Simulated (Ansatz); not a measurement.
Run report: CH5FOSn, nudged elastic band

CH5FOSn, SMILES FC[O][SnH3], computed with RKS B3LYP-D4/def2-SVP (Ansatz 0.2.0).

It belongs to a series of runs on one base structure; here: band between the two ends. Figures and captions count atoms from 1; the log counts them from 0 in places.

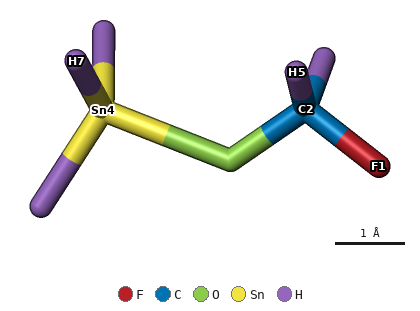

The structure as given in the input (stick view, seen at a tilt; atoms are numbered from 1 in the order of the input). Sticks mark near contacts.

The input
```yaml
crystal:
  periodic: [false, false, false]
  atoms:
    - { symbol: F, position_ang: [-1.935516, 1.846485, 0.021921] }
    - { symbol: C, position_ang: [-1.236398, 0.70236, 0.304265] }
    - { symbol: O, position_ang: [-0.127935, 0.660434, -0.503385] }
    - { symbol: Sn, position_ang: [1.31983, -0.725642, -0.355963] }
    - { symbol: H, position_ang: [-0.97564, 0.73627, 1.38608] }
    - { symbol: H, position_ang: [-1.923352, -0.154269, 0.123612] }
    - { symbol: H, position_ang: [1.926424, -0.658357, 1.251438] }
    - { symbol: H, position_ang: [0.607067, -2.250338, -0.706679] }
    - { symbol: H, position_ang: [2.433921, -0.203342, -1.538289] }
basis:
  gaussian: { orbitals: def2-SVP }
hamiltonian:
  xc: b3lyp
  dispersion: d4
neb:
  order_check: false
  images: 5
  f_tol: 0.05
  max_iterations: 60
  final_atoms:
    - { symbol: F, position_ang: [-1.01961008, 0.30870672, 1.43860432] }
    - { symbol: C, position_ang: [-1.28800964, 0.67835364, 0.11375046] }
    - { symbol: O, position_ang: [-0.13628695, 0.75532085, -0.60270846] }
    - { symbol: Sn, position_ang: [1.31768409, -0.61372989, -0.24286396] }
    - { symbol: H, position_ang: [-1.99654067, -0.08657988, -0.27029053] }
    - { symbol: H, position_ang: [-1.78013472, 1.66931123, 0.14431406] }
    - { symbol: H, position_ang: [2.15455888, -0.16256748, 1.18058389] }
    - { symbol: H, position_ang: [0.55961186, -2.15073831, -0.1272018] }
    - { symbol: H, position_ang: [2.27712823, -0.44447587, -1.65118798] }
  initial_path:
    images:
      - { positions_ang: [[-1.935516, 1.846485, 0.021921], [-1.236398, 0.70236, 0.304265], [-0.127935, 0.660434, -0.503385], [1.31983, -0.725642, -0.355963], [-0.97564, 0.73627, 1.38608], [-1.923352, -0.154269, 0.123612], [1.926424, -0.658357, 1.251438], [0.607067, -2.250338, -0.706679], [2.433921, -0.203342, -1.538289]] }
      - { positions_ang: [[-1.95338177, 1.79739673, 0.12912968], [-1.23035088, 0.68380273, 0.2640218], [-0.06056773, 0.80550682, -0.35397788], [1.31380699, -0.6664634, -0.31242621], [-1.07256337, 0.50415627, 1.28987092], [-1.8110599, -0.07758818, -0.14230785], [2.1075116, -0.6166866, 1.190106], [0.49036366, -2.15179309, -0.48298025], [2.30464239, -0.32473029, -1.59843621]] }
      - { positions_ang: [[-1.97124753, 1.74830846, 0.23633837], [-1.22430375, 0.66524546, 0.22377861], [0.00679954, 0.95057964, -0.20457076], [1.30778397, -0.60728479, -0.26888942], [-1.16948673, 0.27204254, 1.19366184], [-1.6987678, -0.00090736, -0.4082277], [2.28859921, -0.5750162, 1.128774], [0.37366032, -2.05324818, -0.2592815], [2.17536378, -0.44611857, -1.65858343]] }
      - { positions_ang: [[-1.9891133, 1.6992202, 0.34354705], [-1.21825663, 0.6466882, 0.18353541], [0.07416681, 1.09565246, -0.05516364], [1.30176096, -0.54810619, -0.22535263], [-1.2664101, 0.03992881, 1.09745275], [-1.5864757, 0.07577346, -0.67414755], [2.46968681, -0.5333458, 1.067442], [0.25695698, -1.95470328, -0.03558275], [2.04608518, -0.56750686, -1.71873064]] }
      - { positions_ang: [[-1.66594556, 1.2357157, 0.70856614], [-1.24150763, 0.65724335, 0.16027376], [0.00401555, 0.98220859, -0.23767858], [1.30706867, -0.56998075, -0.23118974], [-1.50978696, -0.00224075, 0.64153833], [-1.65102871, 0.60695271, -0.40132701], [2.36464417, -0.40975303, 1.10515596], [0.35784194, -2.02004829, -0.06612244], [2.12309953, -0.52649653, -1.69621642]] }
      - { positions_ang: [[-1.34277782, 0.77221121, 1.07358523], [-1.26475864, 0.66779849, 0.13701211], [-0.0661357, 0.86876472, -0.42019352], [1.31237638, -0.59185532, -0.23702685], [-1.75316382, -0.04441031, 0.1856239], [-1.71558172, 1.13813197, -0.12850648], [2.25960153, -0.28616026, 1.14286993], [0.4587269, -2.0853933, -0.09666212], [2.20011388, -0.4854862, -1.6737022]] }
      - { positions_ang: [[-1.01961008, 0.30870672, 1.43860432], [-1.28800964, 0.67835364, 0.11375046], [-0.13628695, 0.75532085, -0.60270846], [1.31768409, -0.61372989, -0.24286396], [-1.99654067, -0.08657988, -0.27029053], [-1.78013472, 1.66931123, 0.14431406], [2.15455888, -0.16256748, 1.18058389], [0.55961186, -2.15073831, -0.1272018], [2.27712823, -0.44447587, -1.65118798]] }
```

Hardware: 2 threads of Arm Neoverse V1, 24 GiB of memory available, shared host.

Command:
```bash
ansatz run input.yaml --threads 2 --pin off --max-ram 3072MiB --backend cpu --events-out ev --progress --plain --runs-dir out
```

Log
```
Engine: ansatz 0.2.0, aarch64-unknown-linux-gnu
Functional definition: B3LYP
  parameter a0 = 0.2
  parameter ax = 0.72
  parameter ac = 0.81
  exchange = (1 - a0 - ax)*slater_x + ax*b88_x + a0*exact_x
  correlation = (1 - ac)*vwn_rpa_c + ac*lyp_c
1088 factors; integrals over basis functions are off by at most 3.5e-4 eV
mean field evaluation 1: about -11705.9415 eV, gradient 4.9e1 eV
mean field evaluation 2: about -11688.6112 eV, gradient 1.0e2 eV
mean field evaluation 4: about -11710.3273 eV, gradient 6.5e0 eV
mean field evaluation 8: about -11710.4174 eV, gradient 4.8e-2 eV
mean field -11710.41743278 eV, -430.3499030485 hartree, gradient 8.1e-5 eV, S^2 0.000000; 0 other end points of the search recorded, 0 dependent functions left out
the calculation of the forces begins
reference -11710.41768268 eV, -430.3499122321 hartree; 25, 25 occupied and 68, 68 virtual orbitals, 1088 factors
1088 factors; integrals over basis functions are off by at most 4.5e-4 eV
mean field evaluation 16: about -11706.3480 eV, gradient 4.8e1 eV
mean field -11710.64236463 eV, -430.3581691415 hartree, gradient 2.0e-5 eV, S^2 0.000000; 0 other end points of the search recorded, 0 dependent functions left out
[... from here on the field's lines of each further geometry are left out, up to the last ...]
NEB iter   1: max|band force component| = 7.090e1 eV/Å  barrier→ = 24.3066 eV  barrier← = 24.5442 eV  Δτ_max = 0.2000 Å  (175 SCF iters)
NEB iter   2: max|band force component| = 2.924e1 eV/Å  barrier→ = 12.0462 eV  barrier← = 12.2838 eV  Δτ_max = 0.2000 Å  (148 SCF iters)
NEB iter   3: max|band force component| = 1.580e1 eV/Å  barrier→ = 4.7359 eV  barrier← = 4.9735 eV  Δτ_max = 0.1956 Å  (146 SCF iters)
NEB iter   4: max|band force component| = 7.996e0 eV/Å  barrier→ = 1.5793 eV  barrier← = 1.8169 eV  Δτ_max = 0.1930 Å  (148 SCF iters)
NEB iter   5: max|band force component| = 2.938e0 eV/Å  barrier→ = 0.1921 eV  barrier← = 0.4297 eV  Δτ_max = 0.1012 Å  (149 SCF iters)
NEB iter   6: max|band force component| = 1.932e0 eV/Å  barrier→ = 0.0298 eV  barrier← = 0.2674 eV  Δτ_max = 0.1477 Å  (144 SCF iters)
NEB iter   7: max|band force component| = 1.333e0 eV/Å  barrier→ = 0.0270 eV  barrier← = 0.2646 eV  Δτ_max = 0.1991 Å  (141 SCF iters)
NEB iter   8: max|band force component| = 5.228e-1 eV/Å  barrier→ = 0.0106 eV  barrier← = 0.2482 eV  Δτ_max = 0.1967 Å  (140 SCF iters)
NEB iter   9: max|band force component| = 5.262e-1 eV/Å  barrier→ = 0.0000 eV  barrier← = 0.2376 eV  Δτ_max = 0.2000 Å  (140 SCF iters)
NEB iter  10: max|band force component| = 6.108e-1 eV/Å  barrier→ = 0.0000 eV  barrier← = 0.2376 eV  Δτ_max = 0.1011 Å  (140 SCF iters)
NEB iter  11: max|band force component| = 4.811e-1 eV/Å  barrier→ = -0.0197 eV  barrier← = 0.2179 eV  CI = image 1  Δτ_max = 0.1003 Å  (142 SCF iters)
NEB iter  12: max|band force component| = 3.478e-1 eV/Å  barrier→ = -0.0151 eV  barrier← = 0.2225 eV  CI = image 1  Δτ_max = 0.0997 Å  (143 SCF iters)
NEB iter  13: max|band force component| = 1.570e-1 eV/Å  barrier→ = -0.0079 eV  barrier← = 0.2297 eV  CI = image 1  Δτ_max = 0.1987 Å  (141 SCF iters)
NEB iter  14: max|band force component| = 2.094e-1 eV/Å  barrier→ = -0.0035 eV  barrier← = 0.2341 eV  CI = image 1  Δτ_max = 0.0998 Å  (139 SCF iters)
NEB iter  15: max|band force component| = 2.896e-1 eV/Å  barrier→ = -0.0018 eV  barrier← = 0.2358 eV  CI = image 1  Δτ_max = 0.0500 Å  (140 SCF iters)
NEB iter  16: max|band force component| = 2.660e-1 eV/Å  barrier→ = -0.0010 eV  barrier← = 0.2366 eV  CI = image 1  Δτ_max = 0.0500 Å  (142 SCF iters)
NEB iter  17: max|band force component| = 1.977e-1 eV/Å  barrier→ = -0.0006 eV  barrier← = 0.2370 eV  CI = image 1  Δτ_max = 0.0500 Å  (143 SCF iters)
NEB iter  18: max|band force component| = 9.302e-2 eV/Å  barrier→ = -0.0003 eV  barrier← = 0.2373 eV  CI = image 1  Δτ_max = 0.1000 Å  (148 SCF iters)
NEB iter  19: max|band force component| = 1.014e-1 eV/Å  barrier→ = -0.0001 eV  barrier← = 0.2375 eV  CI = image 1  Δτ_max = 0.0500 Å  (144 SCF iters)
NEB iter  20: max|band force component| = 1.520e-1 eV/Å  barrier→ = -0.0001 eV  barrier← = 0.2375 eV  CI = image 1  Δτ_max = 0.0250 Å  (139 SCF iters)
NEB iter  21: max|band force component| = 1.493e-1 eV/Å  barrier→ = -0.0000 eV  barrier← = 0.2376 eV  CI = image 1  Δτ_max = 0.0250 Å  (133 SCF iters)
NEB iter  22: max|band force component| = 1.226e-1 eV/Å  barrier→ = -0.0001 eV  barrier← = 0.2375 eV  CI = image 1  Δτ_max = 0.0250 Å  (133 SCF iters)
NEB iter  23: max|band force component| = 7.258e-2 eV/Å  barrier→ = -0.0001 eV  barrier← = 0.2375 eV  CI = image 1  Δτ_max = 0.0250 Å  (133 SCF iters)
the calculation of the forces begins
reference -11710.59477423 eV, -430.3564202266 hartree; 25, 25 occupied and 68, 68 virtual orbitals, 1088 factors
1088 factors; integrals over basis functions are off by at most 3.5e-4 eV
mean field -11710.41760627 eV, -430.3499094244 hartree, gradient 1.3e-5 eV, S^2 0.000000; 1 other end points of the search recorded, 0 dependent functions left out
the calculation of the forces begins
reference -11710.41785630 eV, -430.3499186126 hartree; 25, 25 occupied and 68, 68 virtual orbitals, 1088 factors
NEB iter  24: max|band force component| = 3.009e-2 eV/Å  barrier→ = -0.0001 eV  barrier← = 0.2375 eV  CI = image 1  Δτ_max = 0.0000 Å  (260 SCF iters)
```

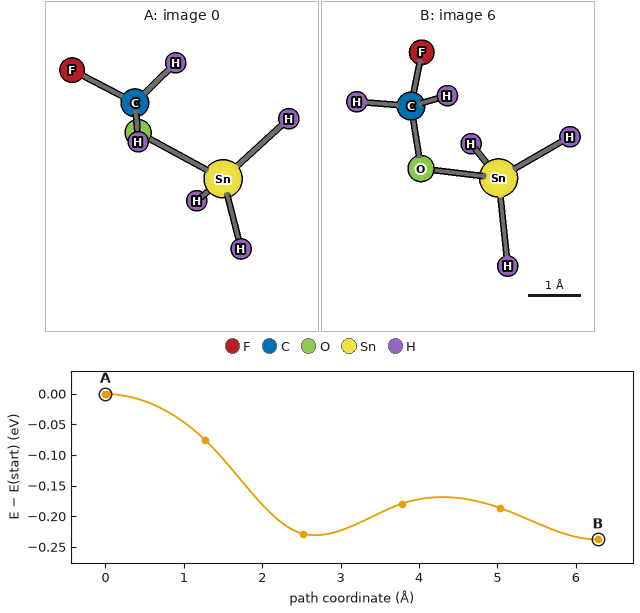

Images of the last band (counted from 0; ball-and-stick, seen at a tilt) above the energy along the path; the line is a cubic interpolation that uses the forces. No image lies above both ends; the end is 0.238 eV below the start. The path is 6.28 Å long. The band converged in 24 iterations.

```
Total energy: -11710.65824506 eV, -430.3587527368 hartree
Atom 0 at    -1.914990     1.867085     0.003194 Å, force    -0.000923     0.002996     0.004626 eV/Å
Atom 1 at    -1.236308     0.711383     0.288258 Å, force     0.009242    -0.002325     0.003274 eV/Å
Atom 2 at    -0.120572     0.655073    -0.508104 Å, force    -0.007483    -0.000073    -0.013093 eV/Å
Atom 3 at     1.319312    -0.736186    -0.339758 Å, force     0.002097    -0.001489     0.003404 eV/Å
Atom 4 at    -0.985270     0.737139     1.372564 Å, force    -0.006214    -0.001827     0.000977 eV/Å
Atom 5 at    -1.934636    -0.133712     0.097456 Å, force     0.001420     0.003185    -0.000248 eV/Å
Atom 6 at     1.908694    -0.662817     1.273802 Å, force    -0.000548     0.000430    -0.000621 eV/Å
Atom 7 at     0.605043    -2.260131    -0.690809 Å, force     0.001256    -0.000791     0.000850 eV/Å
Atom 8 at     2.447128    -0.224233    -1.513603 Å, force     0.001155    -0.000107     0.000832 eV/Å
Dipole moment:     0.415319    -0.611330     0.183003 e Å
this run last wrote the band of iteration 24 to [file]
```

The last band as extended XYZ (Å, eV, eV/Å)
```
9
Properties=species:S:1:pos:R:3:forces:R:3 image=0 energy=-11710.65787
F    -1.9355    1.8465    0.0219   -0.0019   0.0011   0.0033
C    -1.2364    0.7024    0.3043    0.0042   0.0023  -0.0019
O    -0.1279    0.6604   -0.5034   -0.0036  -0.0049   0.0004
Sn    1.3198   -0.7256   -0.3560    0.0008   0.0007  -0.0004
H    -0.9756    0.7363    1.3861   -0.0001  -0.0031  -0.0021
H    -1.9234   -0.1543    0.1236   -0.0004   0.0039  -0.0001
H     1.9264   -0.6584    1.2514   -0.0016   0.0016   0.0001
H     0.6071   -2.2503   -0.7067    0.0018  -0.0011   0.0006
H     2.4339   -0.2033   -1.5383    0.0008  -0.0004   0.0000
9
Properties=species:S:1:pos:R:3:forces:R:3 image=1 energy=-11710.65799
F    -1.9150    1.8671    0.0032   -0.0009   0.0030   0.0046
C    -1.2363    0.7114    0.2883    0.0092  -0.0023   0.0033
O    -0.1206    0.6551   -0.5081   -0.0075  -0.0001  -0.0131
Sn    1.3193   -0.7362   -0.3398    0.0021  -0.0015   0.0034
H    -0.9853    0.7371    1.3726   -0.0062  -0.0018   0.0010
H    -1.9346   -0.1337    0.0975    0.0014   0.0032  -0.0002
H     1.9087   -0.6628    1.2738   -0.0005   0.0004  -0.0006
H     0.6050   -2.2601   -0.6908    0.0013  -0.0008   0.0008
H     2.4471   -0.2242   -1.5136    0.0012  -0.0001   0.0008
9
Properties=species:S:1:pos:R:3:forces:R:3 image=2 energy=-11710.73353
F    -1.3024    2.0644    0.0731    0.0694   0.0125   0.0177
C    -1.2862    0.6917    0.2251   -0.0173   0.0022   0.0029
O    -0.4510    0.1119   -0.6834   -0.0348  -0.0662  -0.0067
Sn    1.3176   -0.7682   -0.2995   -0.0057   0.0032  -0.0181
H    -1.0027    0.4970    1.2827    0.0049  -0.0249  -0.0085
H    -2.3202    0.3345    0.0520   -0.0396   0.0449  -0.0009
H     1.6773   -0.4816    1.3570   -0.0193   0.0218  -0.0002
H     1.0141   -2.4217   -0.6369    0.0478  -0.0190   0.0102
H     2.4419   -0.0743   -1.3870   -0.0055   0.0254   0.0037
9
Properties=species:S:1:pos:R:3:forces:R:3 image=3 energy=-11710.88645
F    -0.5664    1.8390   -0.0540    0.0316  -0.0163   0.0054
C    -1.2960    0.6617    0.1247    0.0074   0.0176   0.0010
O    -0.7040   -0.3809   -0.5137   -0.0072  -0.0470   0.0052
Sn    1.2535   -0.7854   -0.1797   -0.0019   0.0121  -0.0004
H    -1.3725    0.5234    1.2250   -0.0118  -0.0031  -0.0031
H    -2.3009    0.8277   -0.3056   -0.0128   0.0198  -0.0061
H     1.5400   -0.4688    1.4847   -0.0017  -0.0030   0.0027
H     1.3288   -2.4485   -0.5795    0.0087   0.0059   0.0038
H     2.2058    0.1853   -1.2191   -0.0123   0.0140  -0.0084
9
Properties=species:S:1:pos:R:3:forces:R:3 image=4 energy=-11710.83732
F    -0.5732    1.6417    0.7951    0.0117   0.0160  -0.0143
C    -1.3121    0.6764    0.1113    0.0094  -0.0113   0.0214
O    -0.5297   -0.0153   -0.7589    0.0032  -0.0197  -0.0121
Sn    1.2793   -0.7530   -0.2216    0.0032  -0.0077   0.0037
H    -1.7753    0.0380    0.8939    0.0022   0.0169   0.0147
H    -2.1011    1.2071   -0.4535   -0.0210   0.0035  -0.0115
H     1.6223   -0.3454    1.4064   -0.0129  -0.0086   0.0058
H     1.1174   -2.4470   -0.4446    0.0064  -0.0049  -0.0155
H     2.3609   -0.0489   -1.3450   -0.0021   0.0157   0.0080
9
Properties=species:S:1:pos:R:3:forces:R:3 image=5 energy=-11710.84401
F    -0.8321    1.1201    1.3702   -0.0095  -0.0158   0.0162
C    -1.2956    0.6956    0.1275   -0.0068  -0.0103   0.0019
O    -0.2660    0.4885   -0.7367    0.0147   0.0143  -0.0009
Sn    1.3048   -0.6992   -0.2608    0.0016   0.0045   0.0021
H    -1.9004   -0.2158    0.3268   -0.0009  -0.0015  -0.0196
H    -1.9463    1.4957   -0.2732   -0.0001   0.0062   0.0013
H     1.8907   -0.3183    1.3016    0.0136   0.0118  -0.0033
H     0.7345   -2.3190   -0.3629   -0.0113   0.0040   0.0134
H     2.3989   -0.2940   -1.5095   -0.0014  -0.0132  -0.0111
9
Properties=species:S:1:pos:R:3:forces:R:3 image=6 energy=-11710.89548
F    -1.0196    0.3087    1.4386   -0.0073   0.0030  -0.0048
C    -1.2880    0.6784    0.1138    0.0023   0.0023   0.0047
O    -0.1363    0.7553   -0.6027   -0.0003  -0.0005  -0.0055
Sn    1.3177   -0.6137   -0.2429    0.0003  -0.0015   0.0037
H    -1.9965   -0.0866   -0.2703    0.0014   0.0061   0.0020
H    -1.7801    1.6693    0.1443    0.0048  -0.0119   0.0025
H     2.1546   -0.1626    1.1806   -0.0003   0.0012  -0.0027
H     0.5596   -2.1507   -0.1272    0.0008   0.0003  -0.0013
H     2.2771   -0.4445   -1.6512   -0.0018   0.0009   0.0014
```

Summary

| quantity | value |
| --- | --- |
| outcome | converged |
| barrier, forward | 0.000 eV |
| barrier, backward | 0.237 eV |
| wall time | 5 min (CPU time 9.5 min) |
| peak memory | 0.21 GiB |

Remarks

The order of the saddle point was not checked.
